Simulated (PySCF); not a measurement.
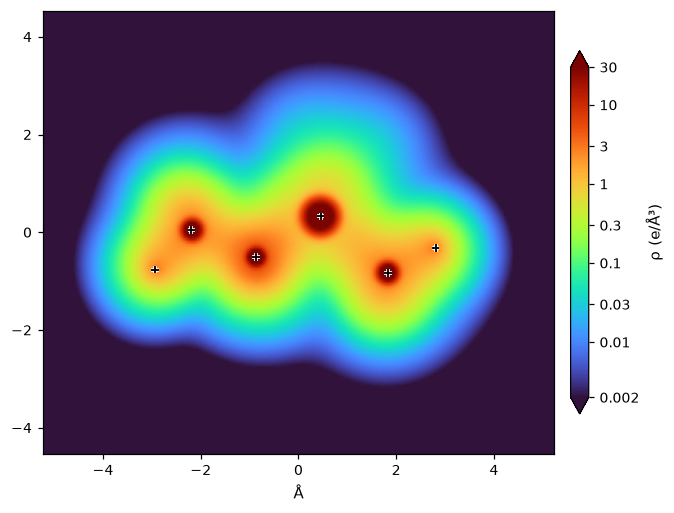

The total electron density on a plane through atoms (crosses mark nuclei in the plane).

Level of theory: PySCF 2.14.0, wB97X-D/def2-SVPD, SCF density, gas phase.

Candidates:
A. C₂H₆N₂Si
B. H₆Sn₆
C. C₄H₁₂NP

> Which system is this?

Candidate C: C₄H₁₂NP on the plane of atoms N2, P3 and C4, which holds C, N, P and H. C–N (1.43 Å): ρ at the midpoint is about 1.9 e/Å³. P–N (1.56 Å): ρ is about 1.7 e/Å³ halfway.
